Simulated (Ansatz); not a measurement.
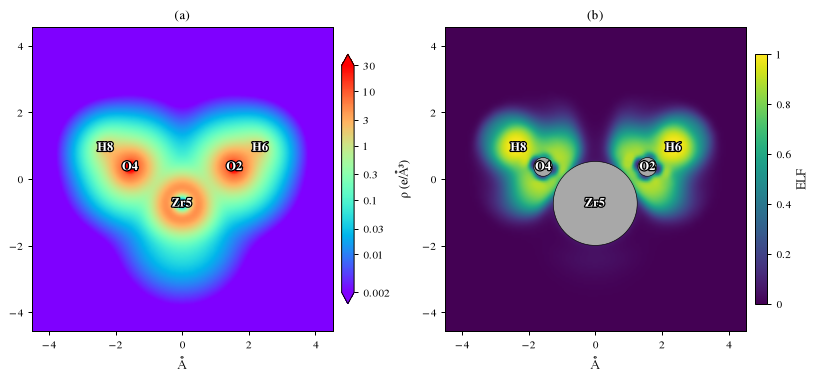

*ClH3O3Zr. (a) electron density; (b) electron localisation function on the plane of atoms O2, Zr5 and O4. Grey discs cover the atomic cores in the ELF map.*

Geometry: PBE0-D4/def2-SVP; core potentials replace the inner electrons of Zr.

The calculation used Ansatz 0.2.0, isolated molecule in a Gaussian basis; Kohn-Sham density functional theory, functional PBE0.

```xyz
8

Cl    0.4205    0.6579   -2.7026
O    -1.4088    1.3618    0.2069
O     1.5506    0.4329    0.6108
O    -0.6313   -1.6316   -0.2616
Zr   -0.0427    0.1790   -0.4109
H    -2.0874    1.9199    0.5823
H     2.3087    0.5408    1.1823
H    -0.9315   -2.5266   -0.1133
```

### What does the map show?

The plane passes through O, Zr and H nuclei.
Zr–O (1.91 Å): ρ is about 0.92 e/Å³ halfway; the ELF peaks at about 0.80 in the valence shell of O, 0.5 Å from its nucleus, and drops to about 0.20 between the two atoms.
O–H (0.96 Å): the density is about 3.8 e/Å³ at the midpoint; the ELF climbs to about 1 towards the hydrogen, as it does in any bond to H: a covalent bond by its length.
